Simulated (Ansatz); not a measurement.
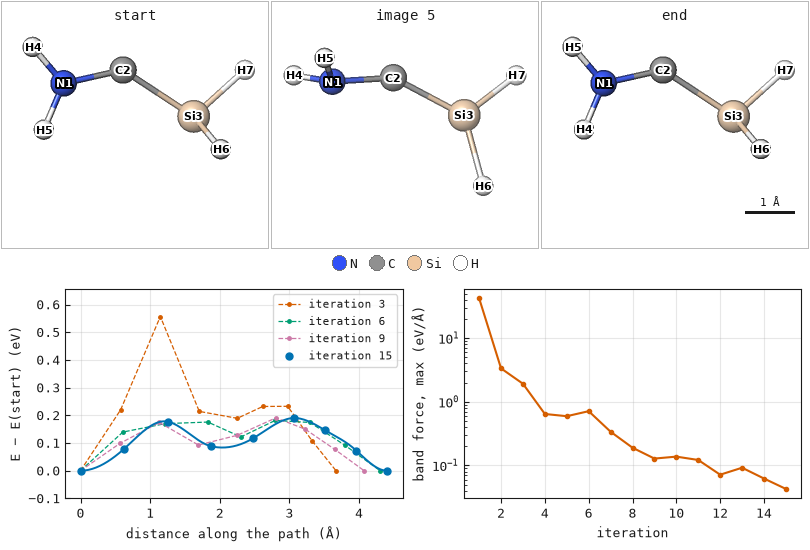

A search for the minimum-energy path of CH4NSi (multiplicity 2) by the nudged elastic band. Images are numbered from 0 (start) to 8 (end). The plot follows the band through its iterations. Style: ball-and-stick. Shown at a tilt.

These are results of UKS BLYP/def2-SVP (Ansatz 0.2.0), not measurements. Set-up: 7 movable images; climbing image; force threshold 0.05 eV/Å; iteration limit 60; spring constant 0.5 eV/Å²; starting path through a guess of the saddle point.

Q: How did the profile develop, and is the result final?

A: The run is converged, with reservations. The band converged in 15 iterations. The largest component of the band force went from 42 to 0.043 eV/Å. The climbing image converged on the top of the path. Its curvatures weren't checked. The first iteration put the highest image at 8.948 eV. The two ends have the same energy, and the highest point, image 5, lies 0.190 eV above the start. The profile has 2 maxima (images 2, 5) with a dip at image 3 (+0.088 eV), so the process runs in steps.
